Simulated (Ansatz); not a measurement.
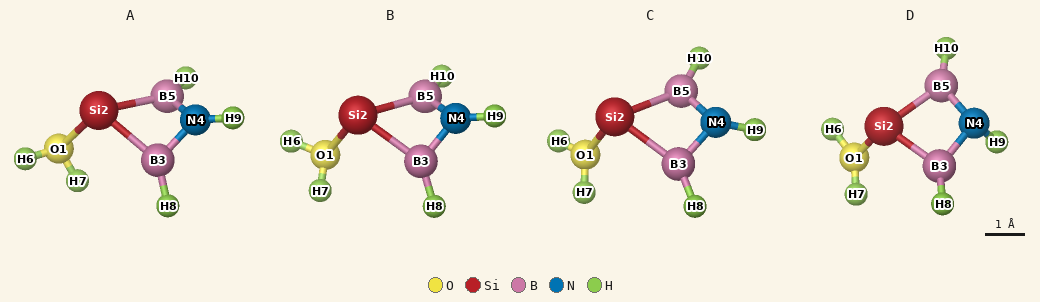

4 geometries from one relaxation of B2SiNH5O, in shuffled order. A ball-and-stick model, seen at a tilt.

The run prepares an end point of a later path (hydrogen shift) calculation, from a guessed geometry.

These are results of RKS PBE-D4/def2-SVP (Ansatz 0.2.0), not measurements. (no spin polarisation; force threshold 0.02 eV/Å; at most 50 steps)

Put them in the order of the run, from the start to the converged end.

Answer. D, C, B, A. They are steps 0, 4, 8, 27, at +108.4 kcal/mol, +19.6 kcal/mol, +1.37 kcal/mol relative to the last. Over 22 accepted moves (27 points after the start) the energy falls by 108.4 kcal/mol. Largest force component: 3.5 eV/Å at the start, 0.0058 eV/Å at the end. The line search rejected the trial steps at points 12, 17, 19, 24, 26 of the run. The forces were under the threshold at step 20, but the run went on from there. The largest move after the best rigid fit is that of H9, 1.47 Å. Largest moves by element: H 1.47 Å, Si 0.49 Å, O 0.48 Å, B 0.33 Å, N 0.20 Å. Among the contacts that change: O1–Si2 1.687 → 2.151 Å, B3–B5 2.441 → 1.995 Å, Si2–B3 1.910 → 2.021 Å, Si2–B5 1.917 → 2.020 Å. Among the angles between lasting bonds that change: H6–O1–H7 145.6° → 105.2°, B3–N4–H9 102.1° → 133.5°, B3–Si2–B5 79.3° → 59.2°. Groups turn about Si2–B3 by about 30°, Si2–B5 by about 25°.
